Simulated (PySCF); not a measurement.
# CH₃F···C₂H₄: what the fields show

Input file:

```
{"job": {"kind": "inter", "xc": "wB97M-D3(BJ)", "basis": "def2-TZVPD", "pairs": false}, "charge": 0, "multiplicity": 1, "parts": [{"atoms": "0-4", "charge": 0, "multiplicity": 1}, {"atoms": "5-10", "charge": 0, "multiplicity": 1}]}
C     -0.231749     0.022378     0.104000
F      1.138798    -0.127289     0.056296
H     -0.549133     0.036674     1.155654
H     -0.503112     0.968003    -0.386354
H     -0.699496    -0.815841    -0.429263
C      0.005170    -1.950360    -3.281209
C      0.484323    -0.708014    -3.261446
H      0.411522    -2.728357    -2.630212
H     -0.807513    -2.241397    -3.950526
H      1.294429    -0.421455    -2.587444
H      0.080798     0.069259    -3.914862
```

Launched as:

```sh
OMP_NUM_THREADS=1 python cluster_run.py task.json out
```

Geometry: PBE0-D3(BJ)/def2-SVPD.

Method: PySCF, wB97M-D3(BJ)/def2-TZVPD, SCF density, gas phase.

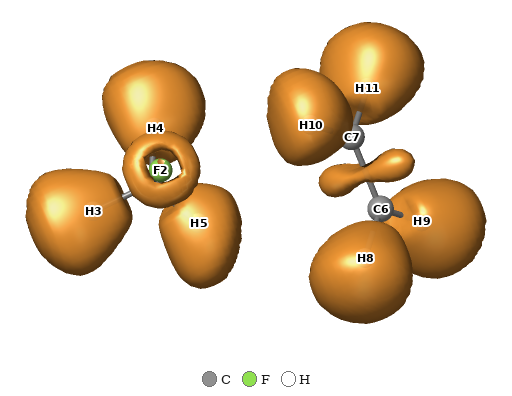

Figure 1. Isosurface of the ELF at 0.85 (orange), seen across its widest extent. Core shells and regions of very low density are left out.

> Where are the electrons localised?

The surface consists of one region between bonded C–C atoms (shared pairs), seven regions around hydrogen nuclei and one region wrapped around F (its lone pairs, merged into a ring or cap).


C1···C7 (3.52 Å): the ELF dips to about 0 between them; a non-bonded, intermolecular contact. C–C (1.33 Å): the ELF peaks at about 0.95 between the atoms (a short, multiple covalent bond).

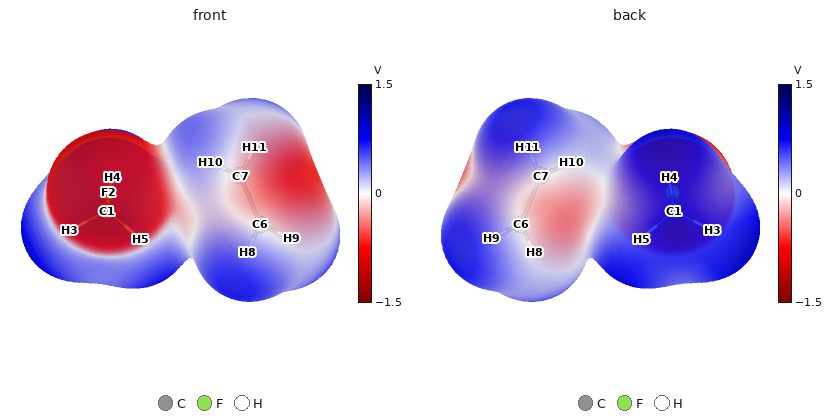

Figure 2. The molecular electrostatic potential painted on the density surface at 0.002 e/bohr³, seen from the front and from behind; red is negative and blue positive.

> Which sites attract a positive test charge, and which a negative one?

A positive charge is drawn to the negative regions and a negative charge to the positive ones. The most negative region (about −1.0 V) lies over F2, the most positive (about +0.9 V) over C1, H3 and H4.

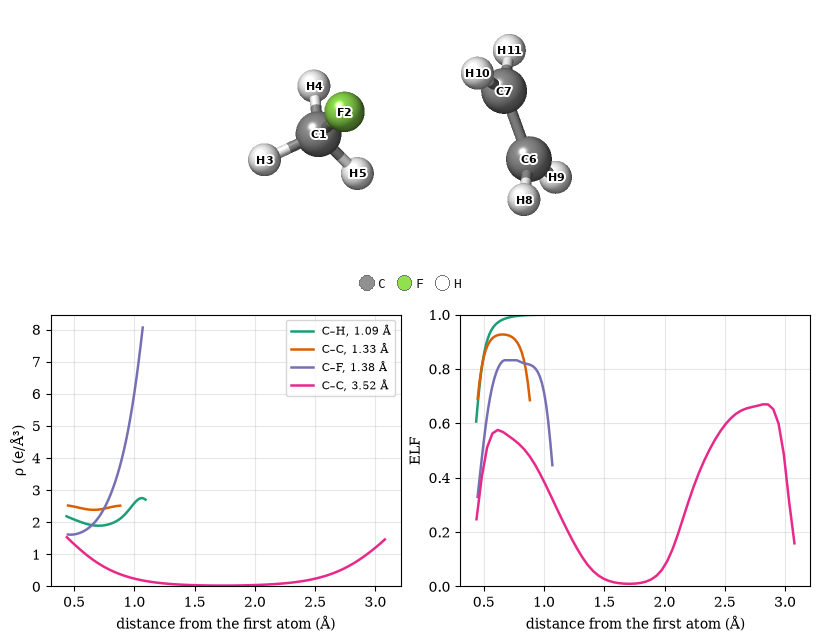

Figure 3. Electron density and electron localisation function along straight lines between neighbouring atoms. The curves leave out the atomic cores. The structure is drawn too.

> What can be read from the curves?

C–H (1.09 Å): the density is about 2 e/Å³ at the midpoint; the ELF climbs to about 1 towards the hydrogen, as it does in any bond to H (an ordinary covalent bond to hydrogen).
C–C (1.33 Å): ρ is about 2.4 e/Å³ halfway; the ELF peaks at about 0.95 between the atoms; a short, multiple covalent bond.
C–F (1.38 Å): ρ is about 2.1 e/Å³ halfway, with its minimum of 1.6 e/Å³ about 0.5 Å from C; the ELF peaks at about 0.85 between the atoms (a polar covalent bond).
C1···C7 (3.52 Å): the density falls to about 0.03 e/Å³ on the way; the ELF dips to about 0 between them; a non-bonded, intermolecular contact.
